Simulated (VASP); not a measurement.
Band structure of SrVO₃ (cubic perovskite). All values below come from vdW-DF2, VASP's PBE PAW potentials (set 64) (plane waves; VASP).

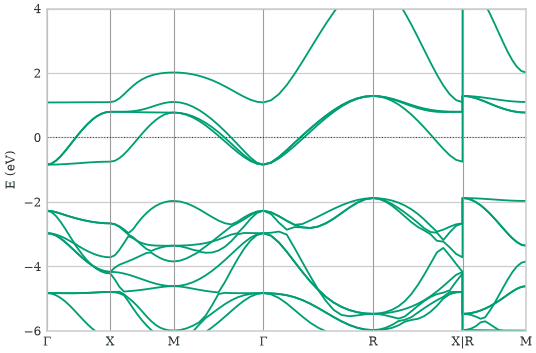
Fig. 1. Bands along high-symmetry lines, zero at the valence-band maximum or, without a gap, the Fermi level

Read the plot: is there a gap, and where are the band edges?

It has no gap at this level: it comes out as a metal or semimetal. (Edges off the drawn lines would not show.)

The compound is SrVO3 in the cubic perovskite structure. It was relaxed first, which changed the volume by +7 %. The run is not spin-polarised, so no magnetic state was tried. The electron count is odd and the run is not spin-polarised, which forces a metal.
